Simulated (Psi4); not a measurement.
## Excited-state calculation of SiH3Cl

The run: excited-state calculation of SiH3Cl, SMILES [H][Si]([H])([H])Cl. Method and program: TDA (BHLYP)/def2-TZVP, RKS (Psi4 1.11).

The geometry comes from this level: GFN2-xTB.

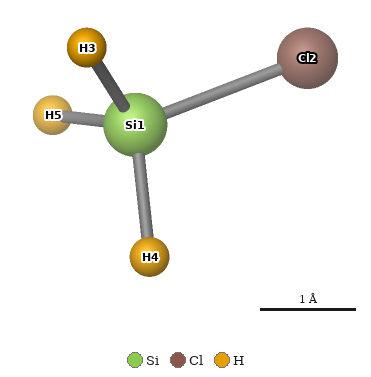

Figure 1. The structure (ball-and-stick view, seen at a tilt; atoms are numbered from 1 in the order of the input).

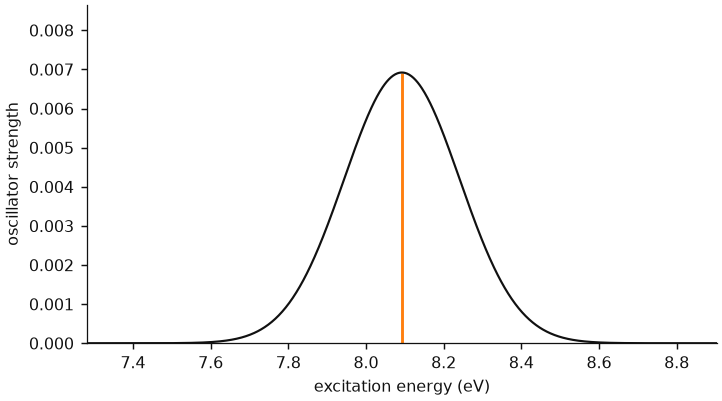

Figure 2. Computed excitations as sticks (degenerate states added up, dark ones marked on the axis), with a Gaussian envelope of 0.35 eV full width at half maximum, scaled to the tallest. Of the 1 states the lowest lies at 8.09 eV (f = 0.007); the strongest line is at 8.09 eV, or 153 nm (f = 0.007).

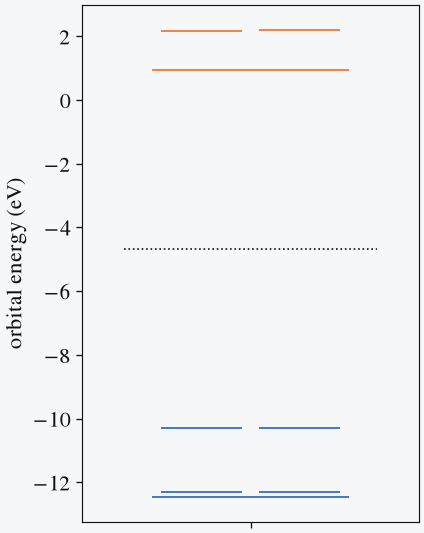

Figure 3. Orbital energies near the frontier; the dotted line parts filled from empty levels, and levels within 0.02 eV of each other stand side by side. Highest filled −10.30 eV, lowest empty 0.95 eV, 11.25 eV apart.

The input and output of the run follow.

## Input (calc.dat)
```python
memory 1.6 GB

molecule {
  0 1
  Si     0.00054802     0.00366607    -0.24454946
  Cl     0.02020117    -0.03938189     3.55387564
  H      2.61222511     0.02118383    -1.12421697
  H     -1.32422558     2.27466334    -1.07049206
  H     -1.30872983    -2.26015024    -1.11463606
  units au
  symmetry c1
}

set {
  basis def2-TZVP
  reference rks
  puream true
  scf_type pk
  dft_radial_points 99
  dft_spherical_points 590
  save_jk true
}

from psi4.driver.procrouting.response.scf_response import tdscf_excitations
result, w = energy("bhhlyp", return_wfn=True)
states = tdscf_excitations(w, states=1, tda=True)
```

Launched with:
```bash
psi4 -i calc.dat -o calc.out -n 1
```

## Log
```
Psi4 1.11 release

   => Loading Basis Set <=

    Name: DEF2-TZVP
    Role: ORBITAL
    Keyword: BASIS

         ---------------------------------------------------------
                                   SCF
                              RKS Reference
                        1 Threads,   1525 MiB Core
         ---------------------------------------------------------

  ==> Geometry <==

    Molecular point group: c1
    Full point group: C1

    Geometry (in Bohr), charge = 0, multiplicity = 1:

       Center              X                  Y                   Z               Mass
    ------------   -----------------  -----------------  -----------------  -----------------
         SI          -0.010075885712     0.022441450925    -1.974112296422    27.976926534650
         CL           0.009577264288    -0.020606509075     1.824312803578    34.968852682000
         H            2.601601204288     0.039959210925    -2.853779806422     1.007825032230
         H           -1.334849485712     2.293438720925    -2.800054896422     1.007825032230
         H           -1.319353735712    -2.241374859075    -2.844198896422     1.007825032230

  Running in c1 symmetry.

  Rotational constants: A =      2.90331  B =      0.23147  C =      0.23147 [cm^-1]
  Rotational constants: A =  87038.93863  B =   6939.36288  C =   6939.16765 [MHz]
  Nuclear repulsion =   88.098848326035707

  Charge       = 0
  Multiplicity = 1
  Electrons    = 34
  Nalpha       = 17
  Nbeta        = 17

  ==> Algorithm <==

  SCF Algorithm Type is PK.
  DIIS enabled.
  MOM disabled.
  Fractional occupation disabled.
  Guess Type is SAD.
  Energy threshold   = 1.00e-06
  Density threshold  = 1.00e-06
  Integral threshold = 1.00e-12

  ==> Primary Basis <==

  Basis Set: DEF2-TZVP
    Blend: DEF2-TZVP
    Number of shells: 38
    Number of basis functions: 92
    Number of Cartesian functions: 102
    Spherical Harmonics?: true
    Max angular momentum: 3

  ==> DFT Potential <==

   => LibXC <=

    Version 7.1.2

   => Composite Functional: BHANDHLYP <=

    BHandHLYP Hyb-GGA Exchange-Correlation Functional

    Defined through Gaussian implementation.

    Deriv               =              1
    GGA                 =           TRUE
    Meta                =          FALSE

    Exchange Hybrid     =           TRUE
    MP2 Hybrid          =          FALSE

   => Exchange Functionals <=

    0.5000         Becke 88

   => Exact (HF) Exchange <=

    0.5000               HF

   => Correlation Functionals <=

    1.0000   Lee, Yang & Parr

   => LibXC Density Thresholds  <==

    XC_HYB_GGA_XC_BHANDHLYP:  1.00E-15

   => Molecular Quadrature <=

    Radial Scheme          =       TREUTLER
    Pruning Scheme         =           NONE
    Nuclear Scheme         =       TREUTLER

    Blocking Scheme        =         OCTREE
    BS radius alpha        =              1
    Pruning alpha          =              1
    Radial Points          =             99
    Spherical Points       =            590
    Total Points           =         278279
    Total Blocks           =           2093
    Max Points             =            256
    Max Functions          =             92
    Weights Tolerance      =       1.00E-15

  ==> Integral Setup <==

  Using in-core PK algorithm.
   Calculation information:
      Number of atoms:                   5
      Number of AO shells:              38
      Number of primitives:             72
      Number of atomic orbitals:       102
      Number of basis functions:        92

      Integral cutoff                 1.00e-12
      Number of threads:                 1

  Performing in-core PK
  Using 18305562 doubles for integral storage.
  We computed 257421 shell quartets total.
  Whereas there are 274911 unique shell quartets.

  ==> DiskJK: Disk-Based J/K Matrices <==

    J tasked:                  Yes
    K tasked:                  Yes
    wK tasked:                  No
    Memory [MiB]:              546
    Schwarz Cutoff:          1E-12

  Cached 50.0% of DFT collocation blocks in 0.307 [GiB].

  Minimum eigenvalue in the overlap matrix is 4.9393347999E-03.
  Reciprocal condition number of the overlap matrix is 1.0139735693E-03.
    Using symmetric orthogonalization.

  ==> Pre-Iterations <==

  SCF Guess: Superposition of Atomic Densities via on-the-fly atomic UHF (no occupation information).

   -------------------------
    Irrep   Nso     Nmo
   -------------------------
     A         92      92
   -------------------------
    Total      92      92
   -------------------------

  ==> Iterations <==

                        Total Energy        Delta E     RMS |[F,P]|

   @RKS iter SAD:  -751.28098051128200   -7.51281e+02   0.00000e+00
   @RKS iter   1:  -751.53153963747320   -2.50559e-01   3.42285e-03 ADIIS/DIIS
   @RKS iter   2:  -751.55091385691594   -1.93742e-02   1.72963e-03 ADIIS/DIIS
   @RKS iter   3:  -751.55738716959547   -6.47331e-03   1.54424e-04 ADIIS/DIIS
   @RKS iter   4:  -751.55749539657313   -1.08227e-04   4.19555e-05 DIIS
   @RKS iter   5:  -751.55750455588350   -9.15931e-06   4.84460e-06 DIIS
   @RKS iter   6:  -751.55750469394070   -1.38057e-07   2.02014e-06 DIIS
   @RKS iter   7:  -751.55750471269880   -1.87581e-08   5.65745e-07 DIIS
  Energy and wave function converged.

  ==> Post-Iterations <==

   Electrons on quadrature grid:
      Ntotal   =   33.9999998239 ; deviation = -1.761e-07

    Orbital Energies [Eh]
    ---------------------

    Doubly Occupied:

       1A   -102.788552     2A    -67.167773     3A     -9.878288
       4A     -7.527160     5A     -7.523792     6A     -7.523789
       7A     -5.633923     8A     -3.899106     9A     -3.896565
      10A     -3.896564    11A     -0.947266    12A     -0.629518
      13A     -0.457640    14A     -0.452437    15A     -0.452401
      16A     -0.378546    17A     -0.378370

    Virtual:

      18A      0.034923    19A      0.079800    20A      0.080116
      21A      0.088646    22A      0.183210    23A      0.183236
      24A      0.212391    25A      0.227870    26A      0.236753
      27A      0.236945    28A      0.316276    29A      0.316653
      30A      0.332521    31A      0.425202    32A      0.440970
      33A      0.441449    34A      0.461884    35A      0.462138
      36A      0.612586    37A      0.622402    38A      0.622875
      39A      0.657167    40A      0.692120    41A      0.693256
      42A      0.949390    43A      1.010129    44A      1.015505
      45A      1.015561    46A      1.071266    47A      1.071939
      48A      1.103715    49A      1.103799    50A      1.142578
      51A      1.220124    52A      1.264749    53A      1.339879
      54A      1.340211    55A      1.412674    56A      1.412836
      57A      1.579953    58A      1.843671    59A      1.843721
      60A      1.886558    61A      1.920879    62A      1.920974
      63A      1.964499    64A      1.964682    65A      2.058812
      66A      2.059628    67A      2.123259    68A      2.160085
      69A      2.188572    70A      2.243687    71A      2.286883
      72A      2.288360    73A      2.344158    74A      2.344244
      75A      2.379869    76A      2.441914    77A      2.447644
      78A      2.448585    79A      2.666363    80A      2.666812
      81A      2.688134    82A      2.940897    83A      2.941189
      84A      3.037703    85A      6.343642    86A      6.343709
      87A      6.441885    88A     10.796819    89A     10.996703
      90A     10.996964    91A     11.555412    92A     25.084758

    Final Occupation by Irrep:
              A
    DOCC [    17 ]
    NA   [    17 ]
    NB   [    17 ]

  @RKS Final Energy:  -751.55750471269880

   => Energetics <=

    Nuclear Repulsion Energy =             88.0988483260357071
    One-Electron Energy =               -1213.9767817892770836
    Two-Electron Energy =                 400.1660657423091152
    DFT Exchange-Correlation Energy =     -25.8456369917665683
    Empirical Dispersion Energy =           0.0000000000000000
    VV10 Nonlocal Energy =                  0.0000000000000000
    Total Energy =                       -751.5575047126988011

Computation Completed

Properties will be evaluated at   0.000000,   0.000000,   0.000000 [a0]

Properties computed using the SCF density matrix

 Multipole Moments:

 ------------------------------------------------------------------------------------
     Multipole            Electronic (a.u.)      Nuclear  (a.u.)        Total (a.u.)
 ------------------------------------------------------------------------------------

 L = 1.  Multiply by 2.5417464519 to convert [e a0] to [Debye]
 Dipole X            :          0.0303891           -0.0308509           -0.0004618
 Dipole Y            :         -0.0495144            0.0558927            0.0063784
 Dipole Z            :          4.6470668           -5.1222881           -0.4752213
 Magnitude           :                                                    0.4752643

 ------------------------------------------------------------------------------------

	total time  =          6 seconds =       0.10 minutes

******************************************************************************************
**********                               WARNING                                **********
**********       The names of excited state variables changed between 1.5       **********
**********     and 1.6. For a quick solution, remove the symmetry specifier     **********
**********   from the variable name. For full details, see 'Notes on Psivars'   **********
**********                        in the documentation.                         **********
******************************************************************************************

         ---------------------------------------------------------
                         TDSCF excitation energies
         ---------------------------------------------------------

  ==> Options <==

     Residual threshold  : 1.0000e-04
     Initial guess       : denominators
     Reference           : RHF
     Solver type         : TDA (Davidson)

  ==> Requested Excitations <==

      1 singlet states with A symmetry

  ==> Seeking the lowest 1 singlet states with A symmetry

                         Generalized Davidson Solver

  ==> Options <==

    Max number of iterations        = 60
    Eigenvector tolerance           = 1.0000e-04
    Max number of expansion vectors = 200

  => Iterations <=
                           Max[D[value]]     Max[|R|]   # vectors
  DavidsonSolver iter   1:   3.03931e-01  5.21134e-02      4
  DavidsonSolver iter   2:   5.84183e-03  2.05342e-02      5
  DavidsonSolver iter   3:   5.79825e-04  6.46267e-03      6
  DavidsonSolver iter   4:   1.10676e-04  1.59543e-03      7
  DavidsonSolver iter   5:   4.97104e-06  5.87871e-04      8
  DavidsonSolver iter   6:   4.72976e-07  1.62676e-04      9
  DavidsonSolver iter   7:   4.48331e-08  8.93064e-05     10      Converged

******************************************************************************************
**********                               WARNING                                **********
**********  Length-gauge rotatory strengths are **NOT** gauge-origin invariant  **********
******************************************************************************************

                                    Excitation Energy         Total Energy        Oscillator Strength             Rotatory Strength
     #   Sym: GS->ES (Trans)        au              eV              au          au (length)    au (velocity)    au (length)    au (velocity)
    ---- -------------------- --------------- --------------- --------------- --------------- --------------- --------------- ---------------
     1        A->A (1 A)       0.29739         8.09249        -751.26011       0.0069          0.0201          0.0001          0.0001

Contributing excitations
Only contributions with abs(coeff) > 1.00e-01 will be printed:

Excited State    1 (1 A):   0.29739 au   153.21 nm f = 0.0069
  Sums of squares: Xssq =  1.000000e+00
     17a  ->  18a     0.981433 (96.321%)

******************************************************************************************
**********                               WARNING                                **********
**********       The names of excited state variables changed between 1.5       **********
**********     and 1.6. For a quick solution, remove the symmetry specifier     **********
**********   from the variable name. For full details, see 'Notes on Psivars'   **********
**********                        in the documentation.                         **********
******************************************************************************************

    Psi4 run time: 0:00:14.76
```

## Key numbers

```csv
quantity,value
outcome,converged
total energy,−751.557505 hartree
basis functions,92
HOMO,−10.30 eV
LUMO,0.95 eV
dipole moment,1.21 D
lowest excitation,8.09 eV
hardware,"1 thread of Intel Xeon (Sapphire Rapids), 64 GiB of memory available, shared host"
wall time,16 s
peak memory,0.69 GiB
```
